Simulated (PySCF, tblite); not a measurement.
Bond stretch in Li2 (cation, charge +1), doublet.

Computed with: UKS-B3LYP = unrestricted B3LYP/cc-pVTZ in PySCF; UKS-CAM-B3LYP = PySCF with unrestricted CAM-B3LYP/cc-pVTZ; GFN2-xTB, 300 K electronic temperature (tblite).

Energies are in eV, each relative to the lowest point of its own curve near equilibrium.

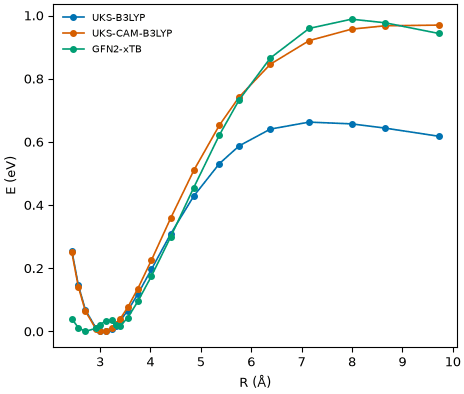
Figure: Energy against bond length for each method.

```
R / Å  UKS-B3LYP  UKS-CAM-B3LYP  GFN2-xTB
-----  ---------  -------------  --------
2.44       0.256          0.251     0.040
2.57       0.146          0.142     0.012
2.71       0.068          0.064     0.000
2.92       0.010          0.008     0.010
3.00       0.002          0.000     0.020
3.11       0.000          0.000     0.034
3.23       0.008          0.010     0.035
3.31       0.019          0.022     0.021
3.40       0.034          0.040     0.017
3.55       0.066          0.076     0.043
3.75       0.118          0.135     0.095
4.02       0.197          0.226     0.175
4.40       0.308          0.358     0.299
4.86       0.429          0.510     0.456
5.37       0.531          0.653     0.622
5.76       0.587          0.742     0.733
6.38       0.641          0.846     0.866
7.15       0.663          0.921     0.959
7.99       0.657          0.957     0.988
8.65       0.644          0.968     0.977
9.72       0.618          0.970     0.943
```

At the longest distance, 9.72 Å, UKS-CAM-B3LYP lies highest above its minimum (0.970 eV) and UKS-B3LYP lowest (0.618 eV).

At the longest distance UKS-B3LYP, UKS-CAM-B3LYP leaves fractional charges on the fragments, a sign of delocalisation error or of the restricted form.
